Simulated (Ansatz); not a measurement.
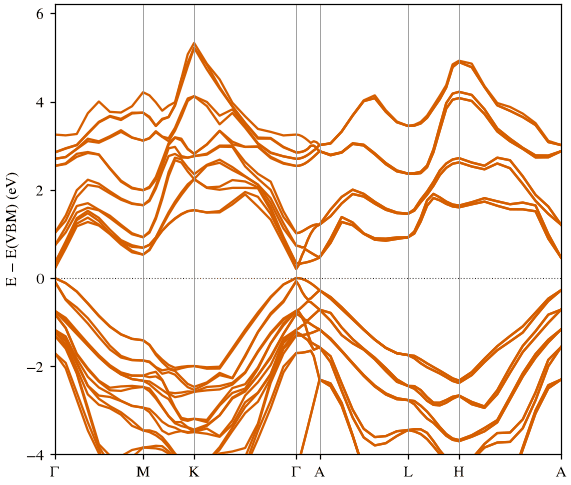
Figure. Band structure from the program Ansatz at the r²SCAN with spin–orbit coupling level (PAW)

**Question.** Read off the gap and where the band edges lie.

**Answer.** About 0.2 eV (0.21 eV by a search for the band edges); maximum at Γ, minimum at Γ.

The material is GaSb in space group P6_3mc (No. 186; Ga on 2b, Sb on 2b, Ga on 2a, Sb on 2a).

The start of the workflow was typed in or built on a structure type; the Crystallography Open Database copy checked does not list it. It is not the phase usual at ambient conditions (space group No. 216). The r²SCAN relaxation kept the symmetry of its start; whether a distortion lowers the energy is not shown.

Potentials: the earlier of the program's two PAW sets.
